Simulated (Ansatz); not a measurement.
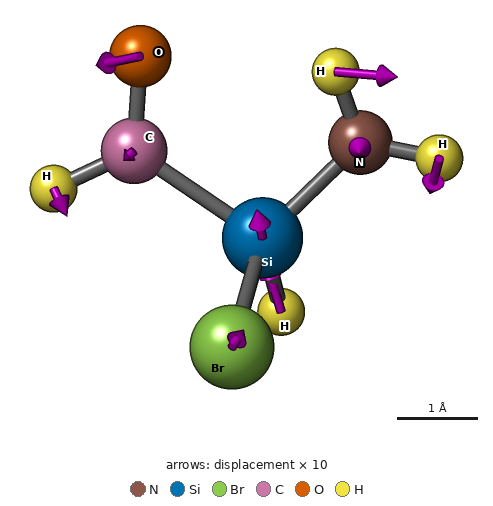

This is a relaxation of CH$_{4}$BrNOSi. The starting structure is drawn; purple arrows show the displacements, 10 times their true length. The two geometries are superimposed by the best rigid fit.

A ball-and-stick model, seen face on.

The start comes from PBE-D4/def2-SVP.

All numbers below come from RKS PBE0-D4/def2-TZVP in Ansatz 0.2.0. Settings: force threshold 0.005 eV/Å; at most 150 steps.

> What did the optimiser do to the structure, and how much energy did it gain?

The energy falls by 5.91 kJ/mol in 9 accepted moves (11 points after the start). The largest force component goes from 0.99 to 0.0045 eV/Å. The line search rejected the trial steps at points 2, 9 of the run. The largest moves after the best rigid fit, 0.089 Å, are those of O and H atoms. By element the largest moves are H 0.089 Å, O 0.089 Å, N 0.049 Å, Si 0.045 Å, Br 0.036 Å, C 0.020 Å. Some distances before and after: Br–Si 2.274 → 2.241 Å, N–Si 1.715 → 1.687 Å, C–H 1.135 → 1.114 Å, C–Si 1.941 → 1.920 Å. Bond angles that change, for instance: Si–N–H 114.7° → 118.2°, N–Si–C 101.7° → 104.5°, C–Si–H 117.2° → 115.0°. The run took 53 s on 4 threads of Arm Neoverse V1, with other jobs on the host.
